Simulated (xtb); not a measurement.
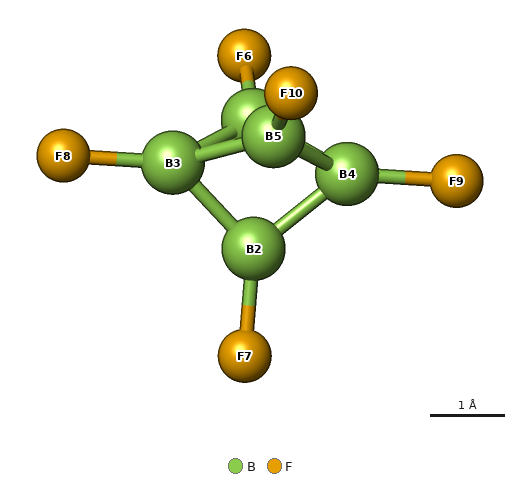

**Figure 1.** The structure as given in the input (ball-and-stick view, seen at a tilt; atoms are numbered from 1 in the order of the input). Bond lengths as drawn: B–B 1.63 to 1.64 Å and B–F 1.47 to 1.51 Å.

Run report: B$_{5}$F$_{5}$ (charge −2), geometry relaxation (part 1 of 3)

B$_{5}$F$_{5}$, charge −2, computed with GFN1-xTB (xtb 6.7.1 later snapshot).

The geometry comes from this level: GFN2-xTB.

Output:
```
* xtb version 6.7.1
   ID    Z sym.   atoms
    1    5 B      1-5
    2    9 F      6-10

           -------------------------------------------------
          |                Calculation Setup                |
           -------------------------------------------------

          program call               : xtb --gfn 1 --opt vtight -c -2 -u 0 --parallel 1 -- start.xyz
          coordinate file            : start.xyz
          omp threads                :                     1

molecular fragmentation (1/2 indicates fragments):
1111122112
# atoms in fragment 1/2:     7     3
 fragment masses (1/2) :       92.05       57.00
CMA distance (Bohr)    :   0.001
constraining FC (au)   :  0.0500

           -------------------------------------------------
          |                 G F N 1 - x T B                 |
           -------------------------------------------------

      * Hamiltonian:
        H0-scaling (s, p, d)           1.850000    2.250000    2.000000
        zeta-weighting                 0.000000
      * Dispersion:
        s8                             2.400000
        a1                             0.630000
        a2                             5.000000
        s9                             0.000000
      * Repulsion:
        kExp                           1.500000
        rExp                           1.000000
      * Coulomb:
        alpha                          2.000000
        third order                    atomic
        anisotropic                    false
      * Halogen bond correction:
        rad-scale                      1.300000
        damping                        0.440000

          ...................................................
          :                      SETUP                      :
          :.................................................:
          :  # basis functions                  40          :
          :  # atomic orbitals                  40          :
          :  # shells                           20          :
          :  # electrons                        52          :
          :  # halogen bonds                     0          :
          :  max. iterations                   250          :
          :  Hamiltonian                  GFN1-xTB          :
          :  restarted?                      false          :
          :  GBSA solvation                  false          :
          :  PC potential                    false          :
          :  electronic temp.          300.0000000     K    :
          :  accuracy                    1.0000000          :
          :  -> integral cutoff          0.2500000E+02      :
          :  -> integral neglect         0.1000000E-07      :
          :  -> SCF convergence          0.1000000E-05 Eh   :
          :  -> wf. convergence          0.2000000E-04 e    :
          :  Broyden damping             0.4000000          :
          :  net charge                         -2          :
          :  unpaired electrons                  0          :
          ...................................................

 iter      E             dE          RMSdq      gap      omega  full diag
   1    -33.3264887 -0.333265E+02  0.109E+01    4.06       0.0  T
   2    -33.3572611 -0.307724E-01  0.656E+00    3.87       1.0  T
   3    -33.3569899  0.271208E-03  0.627E-01    3.71       1.0  T
   4    -33.3589345 -0.194463E-02  0.130E-01    3.81       1.0  T
   5    -33.3590478 -0.113348E-03  0.515E-03    3.79       6.1  T
   6    -33.3590480 -0.147158E-06  0.617E-04    3.79      51.2  T
   7    -33.3590480  0.297895E-09  0.483E-04    3.79      65.5  T
   8    -33.3590480 -0.721933E-09  0.118E-04    3.79     268.2  T
   9    -33.3590480 -0.673808E-10  0.148E-06    3.79   21332.0  T

   *** convergence criteria satisfied after 9 iterations ***

         #    Occupation            Energy/Eh            Energy/eV
      -------------------------------------------------------------
         1        2.0000           -0.4572121             -12.4414
       ...           ...                  ...                  ...
        20        2.0000           -0.1444390              -3.9304
        21        2.0000           -0.1444374              -3.9303
        22        2.0000           -0.1050084              -2.8574
        23        2.0000           -0.0847677              -2.3066
        24        2.0000           -0.0847216              -2.3054
        25        2.0000            0.0044228               0.1204
        26        2.0000            0.0044703               0.1216 (HOMO)
        27                          0.1439027               3.9158 (LUMO)
        28                          0.1441023               3.9212
        29                          0.2501045               6.8057
        30                          0.2837892               7.7223
        31                          0.3376825               9.1888
       ...                                ...                  ...
        40                          1.2803600              34.8404
      -------------------------------------------------------------
                  HL-Gap            0.1394324 Eh            3.7941 eV
             Fermi-level            0.0741865 Eh            2.0187 eV

 SCC (total)                   0 d,  0 h,  0 min,  0.008 sec
 SCC setup                      ...        0 min,  0.000 sec (  1.326%)
 Dispersion                     ...        0 min,  0.000 sec (  0.445%)
 classical contributions        ...        0 min,  0.000 sec (  0.108%)
 integral evaluation            ...        0 min,  0.002 sec ( 22.493%)
 iterations                     ...        0 min,  0.003 sec ( 34.235%)
 molecular gradient             ...        0 min,  0.003 sec ( 39.153%)
 printout                       ...        0 min,  0.000 sec (  2.052%)

         :::::::::::::::::::::::::::::::::::::::::::::::::::::
         ::                     SUMMARY                     ::
         :::::::::::::::::::::::::::::::::::::::::::::::::::::
         :: total energy             -33.228159373990 Eh    ::
         :: gradient norm              0.093165580774 Eh/a0 ::
         :: HOMO-LUMO gap              3.794147652780 eV    ::
         ::.................................................::
         :: SCC energy               -33.359047982309 Eh    ::
         :: -> electrostatic           0.514446636013 Eh    ::
         :: repulsion energy           0.134223989536 Eh    ::
         :: dispersion energy         -0.003335381217 Eh    ::
         :: halogen bond corr.         0.000000000000 Eh    ::
         :: add. restraining           0.000000000000 Eh    ::
         :: total charge              -2.000000000000 e     ::
         :::::::::::::::::::::::::::::::::::::::::::::::::::::

      -----------------------------------------------------------
     |                   =====================                   |
     |                        A N C O P T                        |
     |                   =====================                   |
     |               Approximate Normal Coordinate               |
     |                Rational Function Optimizer                |
      -----------------------------------------------------------

          ...................................................
          :                      SETUP                      :
          :.................................................:
          :   optimization level         verytight          :
          :   max. optcycles                   200          :
          :   ANC micro-cycles                  20          :
          :   degrees of freedom                24          :
          :.................................................:
          :   RF solver                   davidson          :
          :   write xtbopt.log                true          :
          :   linear?                        false          :
          :   energy convergence         0.1000000E-06 Eh   :
          :   grad. convergence          0.2000000E-03 Eh/α :
          :   maximum RF displ.          1.0000000          :
          :   Hlow (freq-cutoff)         0.1000000E-01      :
          :   Hmax (freq-cutoff)         5.0000000          :
          :   S6 in model hess.         20.0000000          :
          ...................................................

generating ANC from exact Hessian ...
Using Lindh-Hessian (1995)
 Shifting diagonal of input Hessian by    0.0000000000000000
 Lowest  eigenvalues of input Hessian
    0.000000    0.000000    0.000000    0.000000    0.000000    0.000000
    0.013663    0.013695    0.023508    0.023704    0.024573    0.025072
    0.034270    0.109828    0.131171    0.152118    0.153979    0.185622
 Highest eigenvalues
    0.554853    1.046745    1.217496    1.218259    1.313524    1.491988

........................................................................
.............................. CYCLE    1 ..............................
........................................................................

 iter      E             dE          RMSdq      gap      omega  full diag
   1    -33.3590480 -0.333590E+02  0.206E-08    3.79       0.0  T
   2    -33.3590480  0.568434E-13  0.677E-09    3.79  100000.0  T
   3    -33.3590480 -0.639488E-13  0.338E-09    3.79  100000.0  T
     SCC iter.                  ...        0 min,  0.001 sec
     gradient                   ...        0 min,  0.003 sec
 * total energy  :   -33.2281594 Eh     change       -0.1421085E-13 Eh
   gradient norm :     0.0931656 Eh/α   predicted     0.0000000E+00 (-100.00%)
   displ. norm   :     0.1328526 α      lambda       -0.7774855E-02
   maximum displ.:     0.1077808 α      in ANC's #9, #24, #14, ...

........................................................................
.............................. CYCLE    2 ..............................
........................................................................

 iter      E             dE          RMSdq      gap      omega  full diag
   1    -33.3534164 -0.333534E+02  0.119E-01    3.61       0.0  T
   2    -33.3534939 -0.774603E-04  0.667E-02    3.61       1.0  T
   3    -33.3534968 -0.291714E-05  0.302E-02    3.61       1.0  T
   4    -33.3534968 -0.521175E-07  0.344E-03    3.61       9.2  T
   5    -33.3534968 -0.159091E-07  0.115E-04    3.61     273.9  T
   6    -33.3534968 -0.962999E-10  0.177E-05    3.61    1791.4  T
     SCC iter.                  ...        0 min,  0.002 sec
     gradient                   ...        0 min,  0.003 sec
 * total energy  :   -33.2341496 Eh     change       -0.5990249E-02 Eh
   gradient norm :     0.0513989 Eh/α   predicted    -0.3956041E-02 ( -33.96%)
   displ. norm   :     0.1714864 α      lambda       -0.5443933E-02
   maximum displ.:     0.1489974 α      in ANC's #9, #24, #14, ...

........................................................................
.............................. CYCLE    3 ..............................
........................................................................

 iter      E             dE          RMSdq      gap      omega  full diag
   1    -33.3482088 -0.333482E+02  0.141E-01    3.40       0.0  T
   2    -33.3483554 -0.146648E-03  0.721E-02    3.40       1.0  T
   3    -33.3483619 -0.648217E-05  0.354E-02    3.40       1.0  T
   4    -33.3483619 -0.211952E-07  0.406E-03    3.39       7.8  T
   5    -33.3483620 -0.216201E-07  0.129E-04    3.40     245.9  T
   6    -33.3483620 -0.115058E-09  0.299E-05    3.40    1057.2  T
     SCC iter.                  ...        0 min,  0.001 sec
     gradient                   ...        0 min,  0.003 sec
 * total energy  :   -33.2372086 Eh     change       -0.3058989E-02 Eh
   gradient norm :     0.0097404 Eh/α   predicted    -0.2802012E-02 (  -8.40%)
   displ. norm   :     0.0303510 α      lambda       -0.1834194E-03
   maximum displ.:     0.0247580 α      in ANC's #9, #20, #24, ...

........................................................................
.............................. CYCLE    4 ..............................
........................................................................

 iter      E             dE          RMSdq      gap      omega  full diag
   1    -33.3476002 -0.333476E+02  0.301E-02    3.37       0.0  T
   2    -33.3476077 -0.750480E-05  0.136E-02    3.36       2.3  T
   3    -33.3476083 -0.561231E-06  0.614E-03    3.36       5.1  T
   4    -33.3476083 -0.113406E-08  0.331E-04    3.36      95.4  T
   5    -33.3476083 -0.504322E-09  0.826E-05    3.36     382.6  T
   6    -33.3476083 -0.216147E-10  0.157E-06    3.36   20122.0  T
     SCC iter.                  ...        0 min,  0.001 sec
     gradient                   ...        0 min,  0.003 sec
 * total energy  :   -33.2373254 Eh     change       -0.1168205E-03 Eh
   gradient norm :     0.0054808 Eh/α   predicted    -0.9179305E-04 ( -21.42%)
   displ. norm   :     0.0124639 α      lambda       -0.4959870E-04
   maximum displ.:     0.0092318 α      in ANC's #20, #9, #14, ...
```
